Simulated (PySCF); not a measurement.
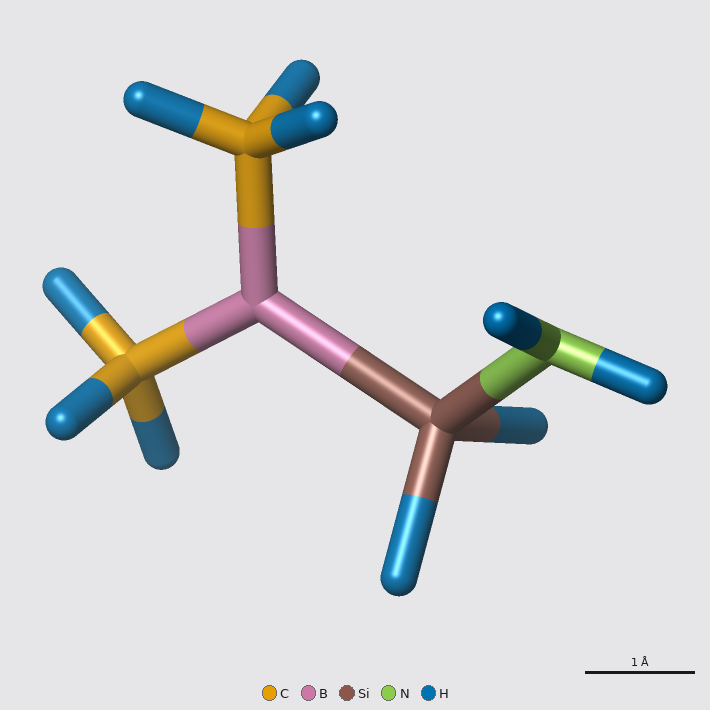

The picture shows a molecular structure as a stick model. Every bond is drawn as one stick, whatever its order.

The computed structure is the end point of a PBE0-D3(BJ)/def2-SVP optimisation. No frequency run is at hand to confirm it as a minimum.

> Count the atoms of each element.

C₂H₁₀BNSi, 15 atoms: 2 carbon, 10 hydrogen, 1 boron, 1 nitrogen and 1 silicon.

> Count the bonded pairs by element.

6 C–H, 2 C–B, 2 Si–H, 2 N–H, 1 B–Si, 1 N–Si.

> Give a SMILES string for it.

CB(C)[SiH2]N

More results for the same structure follow; atom numbers are the same in all pictures, views and colours differ.

Symmetry

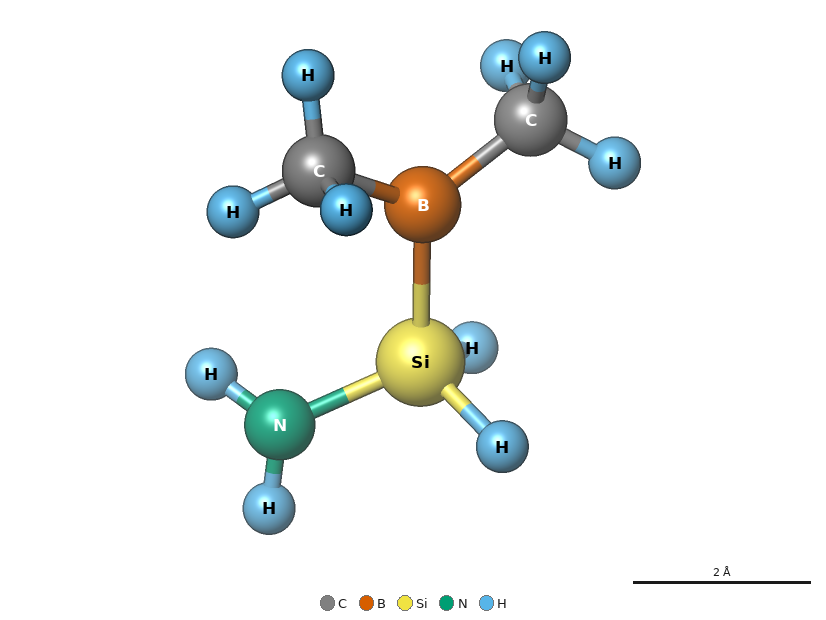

Depth is shown by fading: the farther an atom, the more it takes the colour of the background. No frequency run is at hand to confirm it as a minimum. Masses are those of the most abundant isotopes; constants are for the rigid equilibrium geometry.

> Classify the rotor and give the rotational constants (MHz).

An asymmetric top (C1): A = 5564, B = 2303, C = 1717 MHz. Ray's parameter κ is −0.70, nearer the prolate limit.

NMR shielding

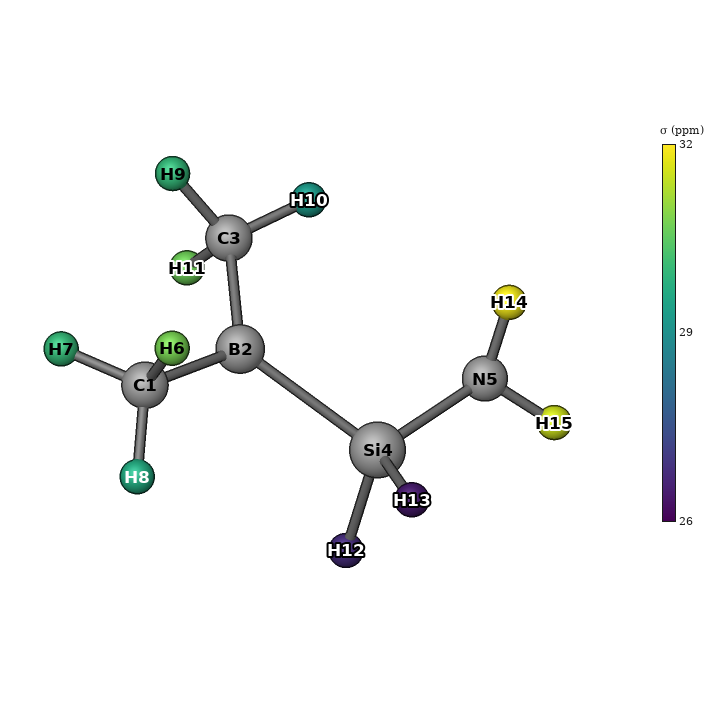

Atoms are coloured by their isotropic NMR shieldings (H only, the others grey). No frequency run is at hand to confirm it as a minimum. Method: GIAO B97-D/pcSseg-1 NMR shielding, non-relativistic, gas phase (PySCF 2.14.0).

> Which H atom is the most shielded (lowest chemical shift)?

H14 (31.86 ppm).

> Which H atom is the least shielded (highest chemical shift)?

H13 (26.47 ppm).

> How wide is the range of H shifts?

5.39 ppm.

Give the isotropic NMR shieldings of the H atoms atom by atom.

```json
{"atom": "H6", "σ (ppm)": "30.78"}
{"atom": "H7", "σ (ppm)": "30.01"}
{"atom": "H8", "σ (ppm)": "29.70"}
{"atom": "H9", "σ (ppm)": "29.99"}
{"atom": "H10", "σ (ppm)": "29.26"}
{"atom": "H11", "σ (ppm)": "30.69"}
{"atom": "H12", "σ (ppm)": "26.78"}
{"atom": "H13", "σ (ppm)": "26.47"}
{"atom": "H14", "σ (ppm)": "31.86"}
{"atom": "H15", "σ (ppm)": "31.53"}
```

Levels of theory compared

No frequency run is at hand to confirm it as a minimum. Program: PySCF 2.14.0.

Tabulate HOMO–LUMO gap (eV), HOMO energy (eV) at these levels: B3LYP/pcSseg-1; B97-D/pcSseg-1; BLYP/pcSseg-1; BP86/pcSseg-1; KT2/pcSseg-1; KT3/pcSseg-1; LDA/pcSseg-1; OPBE/pcSseg-1; PBE/pcSseg-1.

```csv
level,HOMO–LUMO gap (eV),HOMO energy (eV)
B3LYP/pcSseg-1,5.42,−6.75
B97-D/pcSseg-1,3.70,−5.61
BLYP/pcSseg-1,3.56,−5.47
BP86/pcSseg-1,3.54,−5.71
KT2/pcSseg-1,3.54,−5.69
KT3/pcSseg-1,3.65,−5.70
LDA/pcSseg-1,3.38,−5.68
OPBE/pcSseg-1,3.60,−5.57
PBE/pcSseg-1,3.49,−5.59
```

Dipole moment

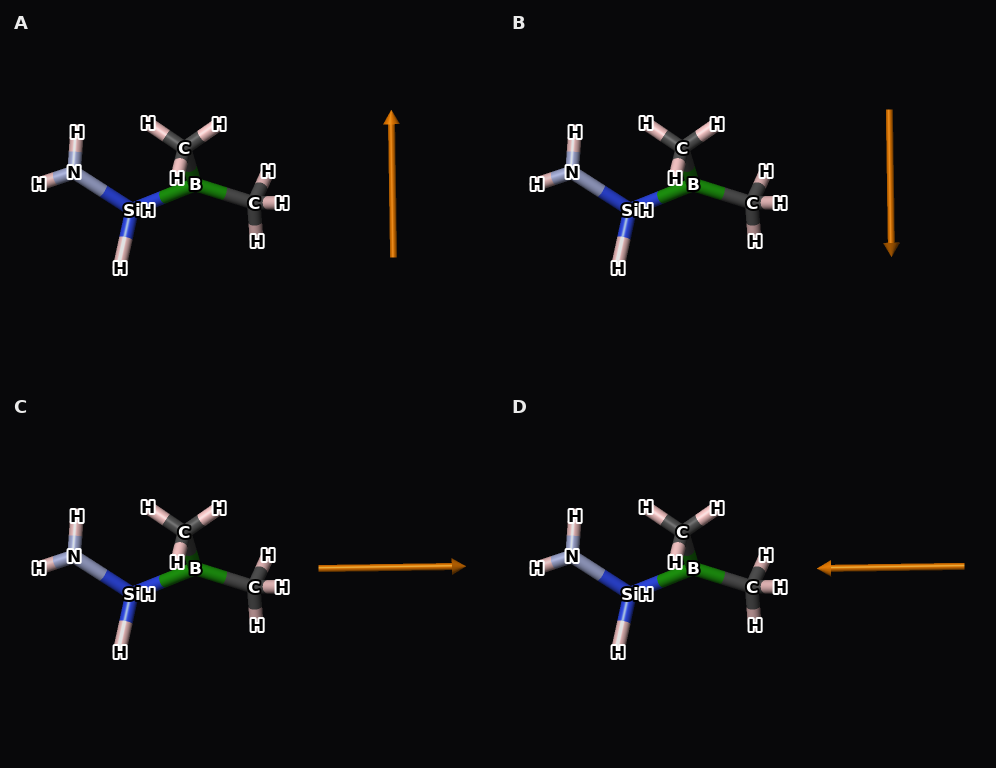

The same molecule four times, each with an arrow. No frequency run is at hand to confirm it as a minimum. Level of theory: BLYP/pcSseg-1, gas phase (PySCF 2.14.0).

> Which arrow points along the dipole moment, from the negative to the positive end?

A. The dipole moment is 1.13 D.
